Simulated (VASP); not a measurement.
Band structure of ZrSe₂ (1T layered). These are revPBE GGA, VASP's PBE PAW potentials (set 64) (plane waves; VASP) values and carry that method's errors.

Without a dispersion term in the relaxation, distances and binding between the weakly bound layers, chains or molecules are unreliable, and so is what depends on them.

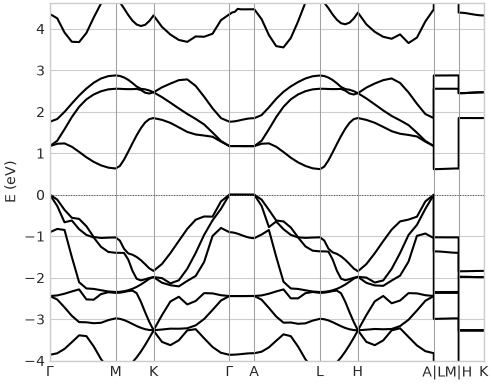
Figure: Bands along high-symmetry lines, zero at the valence-band maximum or, without a gap, the Fermi level

Q: Read the plot: is there a gap, and where are the band edges?

A: The gap is indirect, 0.62 eV, from the valence maximum at Γ to the conduction minimum at L. (Edges off the drawn lines would not show.)

The compound is ZrSe2 in the 1T layered structure. It was relaxed first, which changed the volume by +48 %.
